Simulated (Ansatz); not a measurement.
**One shape, several levels: BClO (SMILES O=BCl)**

Aim: a comparison of 6 runs (B3LYP/STO-3G, SVWN5/STO-3G, wB97M-V/STO-3G, wB97X/STO-3G, MP2/STO-3G, FCI/STO-3G) of BClO. 

The calculation is run with Ansatz 0.2.0.

61 further runs of the same task are left out: 15 that didn't finish, 46 set aside as unsound or not needed.

### 1 The molecule

BClO has 3 atoms, charge 0, and is taken as a singlet. SMILES: `O=BCl`. The B2–O1 distance was set to 2.983 Å, away from the relaxed value. At this shape a bond of the SMILES string is far longer than usual.

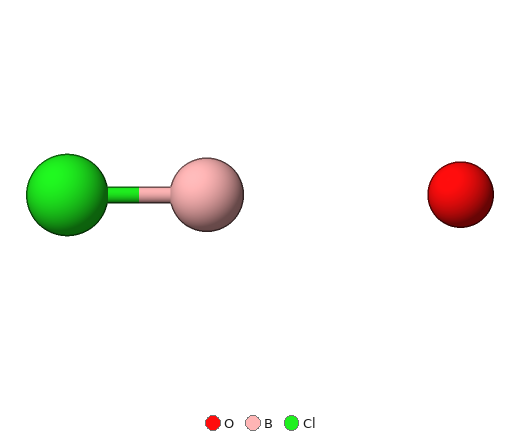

Viewed from a chosen angle; oxygen red, boron pink, chlorine green.

### 2 The energy at B3LYP/STO-3G (run 1)

in.yaml reads:

```yaml
crystal:
  periodic: [false, false, false]
  atoms:
    - {symbol: O, position_ang: [2.379316, 1.415591, 1.463292]}
    - {symbol: B, position_ang: [0.113080, 0.066620, 0.069470]}
    - {symbol: Cl, position_ang: [-1.132640, -0.672810, -0.696460]}
basis:
  gaussian:
    orbitals: STO-3G
hamiltonian:
  xc: {name: B3LYP}
accuracy: high
```

Command:

```sh
$ ansatz run in.yaml --threads 1 --pin off --max-ram 2610MiB --events-out events.jsonl --progress --plain --runs-dir runs
```

What it wrote:

```text
Warning: RAYON_NUM_THREADS=1 ignored (pool sized by the plan → 1); use --threads N
Functional definition: B3LYP
  name "B3LYP"
  parameter a0 = 0.2
  parameter ax = 0.72
  parameter ac = 0.81
  exchange = (1 - a0 - ax)*slater_x + ax*b88_x + a0*exact_x
  correlation = (1 - ac)*vwn_rpa_c + ac*lyp_c
303 factors; integrals over basis functions are off by at most 2.2e-8 eV
mean field evaluation 1: about -15036.7456 eV, gradient 6.4e1 eV
mean field evaluation 2: about -14564.4276 eV, gradient 1.2e2 eV
mean field evaluation 4: about -14555.4294 eV, gradient 4.5e1 eV
mean field evaluation 8: about -15062.1093 eV, gradient 3.2e0 eV
mean field evaluation 16: about -15062.2774 eV, gradient 2.6e-8 eV
mean field -15062.27742820 eV, -553.5284859079 hartree, gradient 4.6e-8 eV, S^2 0.000000; 4 other end points of the search recorded, 0 dependent functions left out
reference -15062.27745258 eV, -553.5284868040 hartree; 15, 15 occupied and 4, 4 virtual orbitals, 303 factors
Total energy: -15062.27745258 eV, -553.5284868040 hartree
```

It took 1.2 s on 1 thread of Arm Neoverse V1, shared host.

### 3 A single-point energy at SVWN5/STO-3G (run 2)

job.yaml reads:

```yaml
crystal:
  periodic: [false, false, false]
  atoms:
    - {symbol: O, position_ang: [2.379316, 1.415591, 1.463292]}
    - {symbol: B, position_ang: [0.113080, 0.066620, 0.069470]}
    - {symbol: Cl, position_ang: [-1.132640, -0.672810, -0.696460]}
basis:
  gaussian:
    orbitals: STO-3G
hamiltonian:
  xc: {name: SVWN5}
accuracy: high
```

Command:

```sh
$ ansatz run job.yaml --threads 1 --pin off --max-ram 2610MiB --events-out events.jsonl --progress --plain --runs-dir runs
```

What it wrote:

```text
Warning: RAYON_NUM_THREADS=1 ignored (pool sized by the plan → 1); use --threads N
Functional definition: SVWN5
  name "SVWN5"
  exchange = slater_x
  correlation = vwn5_c
303 factors; integrals over basis functions are off by at most 2.2e-8 eV
mean field evaluation 1: about -14980.5435 eV, gradient 5.9e1 eV
mean field evaluation 2: about -14512.4830 eV, gradient 1.6e2 eV
mean field evaluation 4: about -14944.8174 eV, gradient 3.7e1 eV
mean field evaluation 8: about -14997.2969 eV, gradient 1.6e0 eV
mean field evaluation 16: about -14997.3465 eV, gradient 3.5e-8 eV
mean field evaluation 32: about -14996.5205 eV, gradient 3.5e-2 eV
mean field evaluation 64: about -14955.7293 eV, gradient 8.6e1 eV
mean field -14997.34648420 eV, -551.1423177277 hartree, gradient 3.5e-8 eV, S^2 0.000000; 9 other end points of the search recorded, 0 dependent functions left out
reference -14997.34648560 eV, -551.1423177794 hartree; 15, 15 occupied and 4, 4 virtual orbitals, 303 factors
Total energy: -14997.34648560 eV, -551.1423177794 hartree
```

It took 1.2 s on 1 thread of Arm Neoverse V1, shared host.

Runs 3 to 5 aren't shown in full; the table further down has their settings and results.

### 4 A single-point energy at FCI/STO-3G (run 6)

in.yaml, as its differences from that of step 2:

```diff
@@ -9,4 +9,5 @@
     orbitals: STO-3G
-hamiltonian:
-  xc: {name: B3LYP}
+correlation:
+  method: fci
+  frozen_orbitals: {B: 1, Cl: 5, O: 1}
 accuracy: high
```

Command:

```sh
$ ansatz run in.yaml --threads 1 --pin off --max-ram 2610MiB --events-out events.jsonl --progress --plain --runs-dir runs
```

What it wrote, cut to the lines that bear on the results:

```text
Warning: RAYON_NUM_THREADS=1 ignored (pool sized by the plan → 1); use --threads N
Functional definition: HF
  name "HF"
[...]
303 factors; integrals over basis functions are off by at most 2.2e-8 eV
[...]
mean field -15034.47543086 eV, -552.5067813505 hartree, gradient 2.0e-8 eV, S^2 0.000000; 7 other end points of the search recorded, 0 dependent functions left out; unrestricted orbitals would lower it
determinant -15034.47543086 eV, -552.5067813505 hartree, with singles and doubles -15037.00035927 eV, -552.5995707582 hartree
determinant -15034.25027962 eV, -552.4985071952 hartree, with singles and doubles -15037.01788675 eV, -552.6002148812 hartree
determinant -15034.47543086 eV, -552.5067813505 hartree, with singles and doubles -15037.34754487 eV, -552.6123295936 hartree
determinant -15034.25027962 eV, -552.4985071952 hartree, with singles and doubles -15037.22766055 eV, -552.6079239263 hartree
unrestricted determinant -15037.04040300 eV, -552.6010423381 hartree, S^2 1.3258
7 core orbitals not correlated: weight in the atoms' cores, before any rotation towards them, 1.000 or more for the frozen orbitals, at most 0.000 for the correlated occupied ones
reference -15034.47543086 eV, -552.5067813505 hartree; 8, 8 occupied and 4, 4 virtual orbitals, 303 factors
state -15037.94861064 eV, -552.6344183534 hartree
Total energy: -15037.94861064 eV, -552.6344183534 hartree
```

It took 2.6 s on 1 thread of Arm Neoverse V1, shared host.

### 5 The series

```csv
run,level,frozen core orbitals,energy (Eh),wall time
1,B3LYP/STO-3G,–,-553.528487,1.2 s
2,SVWN5/STO-3G,–,-551.142318,1.2 s
3,wB97M-V/STO-3G,–,-553.596072,23 s
4,wB97X/STO-3G,–,-553.529546,5.4 s
5,MP2/STO-3G,7,-552.560701,0.3 s
6,FCI/STO-3G,7,-552.634418,2.6 s
```

### 6 What came out

```
                                          quantity          value
                               run 6: total energy  -552.63442 Eh
run 6: correlation energy (7 core orbitals frozen)     -127.6 mEh
```

What this shows: Against full CI in this basis: MP2 +73.7 mEh. Totals of different functionals can't be ranked against each other. In run 5 the log says that unrestricted orbitals would lower the reference, so the values rest on an unstable closed-shell determinant (other closed-shell runs at this shape may share the fault). In runs 1, 2, 3, 4, 5, 6 the basis is minimal, so the values are rough. All runs together took 33 s, the longest 23 s.
